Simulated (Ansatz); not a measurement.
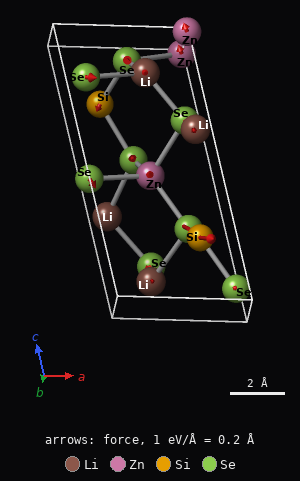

Starting geometry of solid Li₂ZnSiSe₄ (built on the stannite type) with the computed forces as red arrows. The picture is a ball-and-stick view of the cell of the calculation, reduced to other axes, seen from a free direction. Lengths and directions refer to the drawn axes.

Case: shaken.

Computed with DFT, PBEsol, plane waves, PAW (Ansatz). Settings: plane-wave cutoff 420 eV; k-point mesh 4 × 4 × 4; occupations fermi dirac; smearing width 0.05 eV; no spin polarisation; cell and atoms relaxed; force threshold 0.01 eV/Å; at most 120 steps.

**What follows when this structure is relaxed?**

It isn't relaxed: the largest force vector, on a Se atom, is 8.41 eV/Å. The final displacements follow the starting forces only in part (cosine between the two patterns 0.62). The energy falls by 184 meV per atom in 4 accepted moves (5 points after the start). The largest force component goes from 5.4 to 0.0016 eV/Å. Pressure: 2.71 GPa at the start and −0.01 GPa at the end. The SCF was repeated once at an unchanged geometry on a basis and grid sized afresh for the cell, which shifted the energy by less than 0.05 meV per atom at most. A Se atom moves most relative to the cell: 0.36 Å along [1 −1 −1]. Largest moves by element: Se 0.36 Å, Li 0.24 Å, Si 0.23 Å, Zn 0.15 Å. Cell: a 5.405 → 5.461 Å (+1.0 %), b 7.043 → 7.056 Å (+0.2 %), c 10.473 → 10.462 Å (−0.1 %), α 95.3° → 93.9°, β 104.3° → 105.1°, γ 112.2° → 112.8°. Volume +0.7 %. Some distances before and after: Se–Si 1.925 → 2.288 Å, Li–Se 2.783 → 2.489 Å, Se–Zn 2.742 → 2.469 Å, Li–Se 2.216 → 2.489 Å. Bond angles that change, for instance: Li–Se–Si 132.3° → 114.7°, Se–Si–Se 126.5° → 111.6°, Si–Se–Li 129.4° → 114.6°. The space group (tolerance 0.01 Å) goes from P1 (No. 1) to I-42m (No. 121). The run took 35 s on 1 × NVIDIA H100 80GB HBM3 with 2 threads of AMD EPYC 7R13 Processor (Zen 3), with other jobs on the host, peak memory 1.4 GiB.
